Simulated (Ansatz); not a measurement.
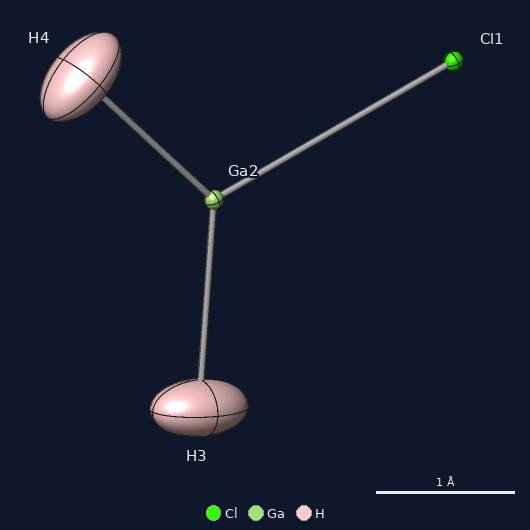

Displacement ellipsoids at the 50 % level, enlarged 1.5 times, from the internal vibrations of the free molecule (harmonic, no overall translation or rotation; no half-axis is drawn under 0.075 Å). Vibrations computed with RKS PBE0-D4/def2-TZVP (Ansatz 0.2.0). Temperature: 200 K.

Which atom moves most?

H3, H4, with U_eq = 0.0164 Å².

Does H3 move more along its bond or across it?

Across it: the root-mean-square amplitude is 0.090 Å along the bond and up to 0.167 Å across, since bending and torsion are softer than stretching.

List U_eq and the three principal root-mean-square amplitudes for each kind of atom.

```tsv
atom	U_eq (Å²)	rms amplitudes (Å)
Cl1	0.00029	0.002, 0.005, 0.029
Ga2	0.00009	0.004, 0.005, 0.015
H3, H4	0.0164	0.090, 0.115, 0.167
```
